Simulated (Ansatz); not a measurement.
```
atom    x (Å)    y (Å)    z (Å)
   B  -1.0955   0.3749  -1.0779
   S   0.9533  -1.1182   1.1948
   S  -0.5519   1.8826  -1.0947
   H   1.7299  -0.4414   0.3352
   H  -1.5332  -0.7137  -1.1054
   H   0.4974   0.0158   1.7480
```

The product side of a reaction path; geometry: PBE0-D4/def2-TZVP.

Theory: RKS PBE0-D4/def2-TZVPP in Ansatz.

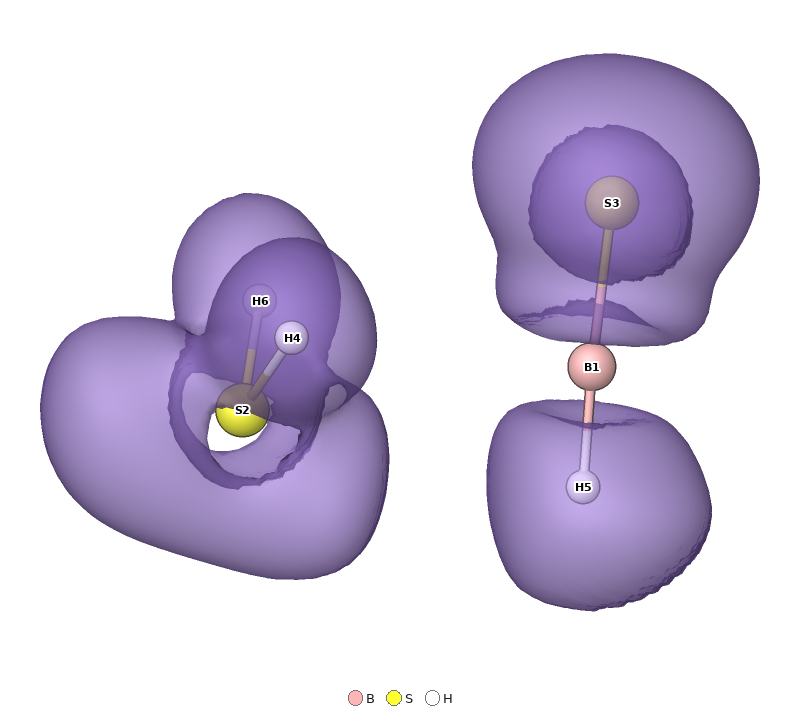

BHS···H2S. Isosurface of the electron localisation function at 0.75 (purple), seen at a tilt. Core shells and regions of very low density are left out.

> What do the ELF domains correspond to?

The ELF exceeds this value in one region around a hydrogen nucleus, one region on S in which the atom's valence shell and bonds are merged and one joined region spread over several atoms (H, S), in which their bonds and any lone pairs are merged. Profiles from the grid: B1···S2 (3.40 Å): the ELF dips to about 0.05 between them; a non-bonded, intermolecular contact. B–S (1.60 Å): the ELF peaks at about 0.85 between the atoms; localised, covalent bonding.
